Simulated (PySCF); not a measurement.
C₅H₁₅NOSi₂

```yaml
atoms:
  - { symbol: C, position_ang: [-2.3305, -1.8354, -0.4834] }
  - { symbol: N, position_ang: [-1.7048, -0.5370, -0.4393] }
  - { symbol: C, position_ang: [-1.0175, -0.0906, 0.6276] }
  - { symbol: O, position_ang: [-0.8995, -0.7448, 1.6551] }
  - { symbol: C, position_ang: [-0.4035, 1.2742, 0.5540] }
  - { symbol: Si, position_ang: [0.5202, 1.3840, 2.2293] }
  - { symbol: C, position_ang: [0.4218, 1.5454, -0.7054] }
  - { symbol: Si, position_ang: [1.9258, 0.4106, -1.0125] }
  - { symbol: C, position_ang: [1.4928, -1.4312, -0.8872] }
  - { symbol: H, position_ang: [-1.9103, -2.4414, -1.2887] }
  - { symbol: H, position_ang: [-2.1378, -2.3195, 0.4726] }
  - { symbol: H, position_ang: [-3.4085, -1.7423, -0.6307] }
  - { symbol: H, position_ang: [-1.7707, 0.0455, -1.2579] }
  - { symbol: H, position_ang: [-1.2353, 1.9914, 0.5713] }
  - { symbol: H, position_ang: [-0.4542, 1.4165, 3.3133] }
  - { symbol: H, position_ang: [1.2216, 2.6801, 2.2011] }
  - { symbol: H, position_ang: [1.5069, 0.3213, 2.3575] }
  - { symbol: H, position_ang: [-0.2261, 1.5260, -1.5888] }
  - { symbol: H, position_ang: [0.7907, 2.5717, -0.6426] }
  - { symbol: H, position_ang: [2.9994, 0.7452, -0.0712] }
  - { symbol: H, position_ang: [2.3781, 0.6989, -2.3860] }
  - { symbol: H, position_ang: [0.7673, -1.7332, -1.6380] }
  - { symbol: H, position_ang: [2.3809, -2.0400, -1.0299] }
  - { symbol: H, position_ang: [1.0817, -1.6753, 0.0876] }
```

Geometry: GFN2-xTB.

Level of theory: PBE0/pcSseg-1, SCF density, gas phase, non-relativistic in PySCF.

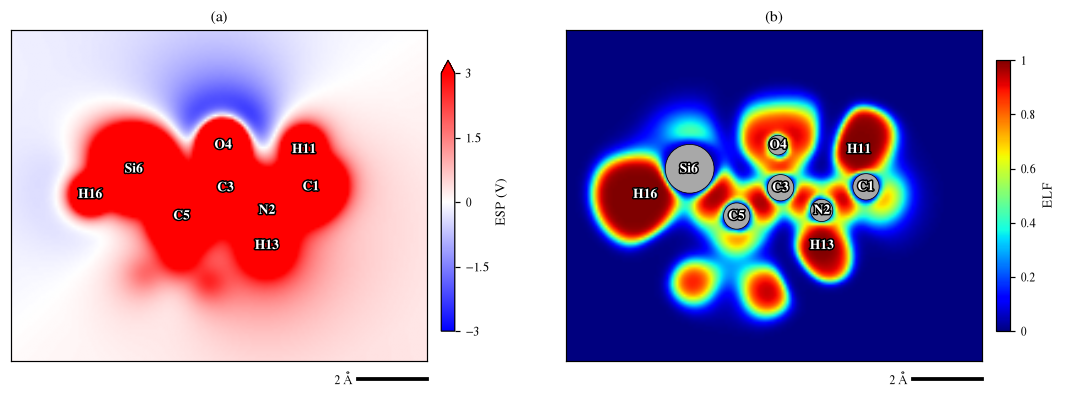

Figure 1. (a) electrostatic potential; (b) ELF on the plane of atoms N2, C3 and O4. Grey discs cover the atomic cores in the ELF map.

What does the map show?

The plane passes through C, N, O, Si and H nuclei.
C–O (1.22 Å): the ELF peaks at about 0.85 between the atoms: a short, multiple covalent bond.
C–N (1.35 Å): the ELF peaks at about 0.90 between the atoms, as expected for localised, covalent bonding.
C–C (1.50 Å): the ELF peaks at about 0.95 between the atoms: a shared electron pair.
C–Si (1.92 Å): the ELF peaks at about 0.95 between the atoms; a covalent bond.
N–H (1.01 Å): the ELF climbs to about 1 towards the hydrogen, as it does in any bond to H (an ordinary covalent bond to hydrogen).
The ELF also peaks beside O4, away from the bonds: lone-pair regions.
Outside the dense part of the molecule the potential is most negative (−2.2 V) near O4.

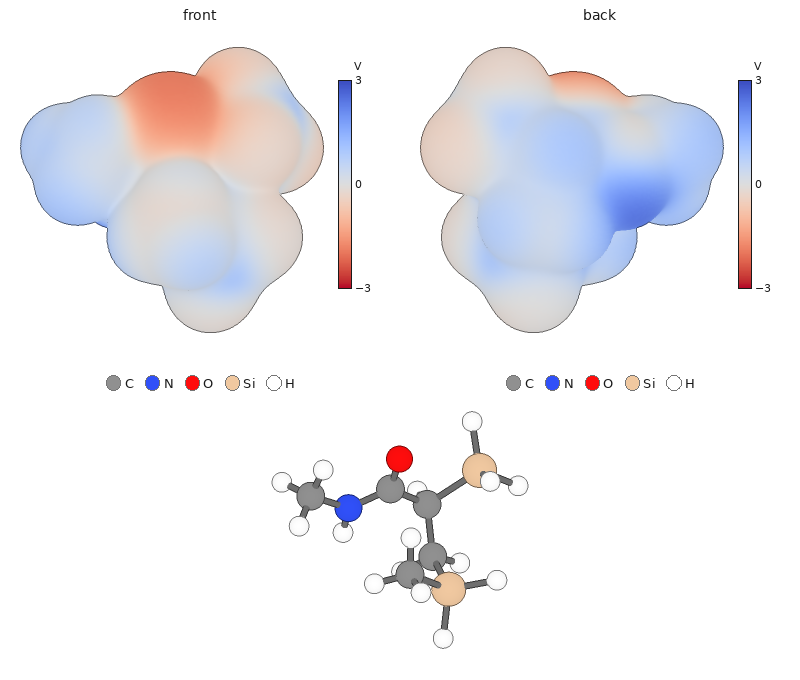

Figure 2. The molecular electrostatic potential painted on the density surface at 0.002 e/bohr³, seen from the front and from behind; red is negative and blue positive. The bare structure is drawn below in the same view.

Which sites attract a positive test charge, and which a negative one?

A positive charge is drawn to the negative regions and a negative charge to the positive ones. The most negative region (about −1.8 V, or −42 kcal/mol for a unit charge) lies over O4, the most positive (about +2.3 V, or +53 kcal/mol for a unit charge) over H13. O4 is the likeliest acceptor of a hydrogen bond.

What dipole moment does the calculation give?

Its dipole moment is 3.99 D.
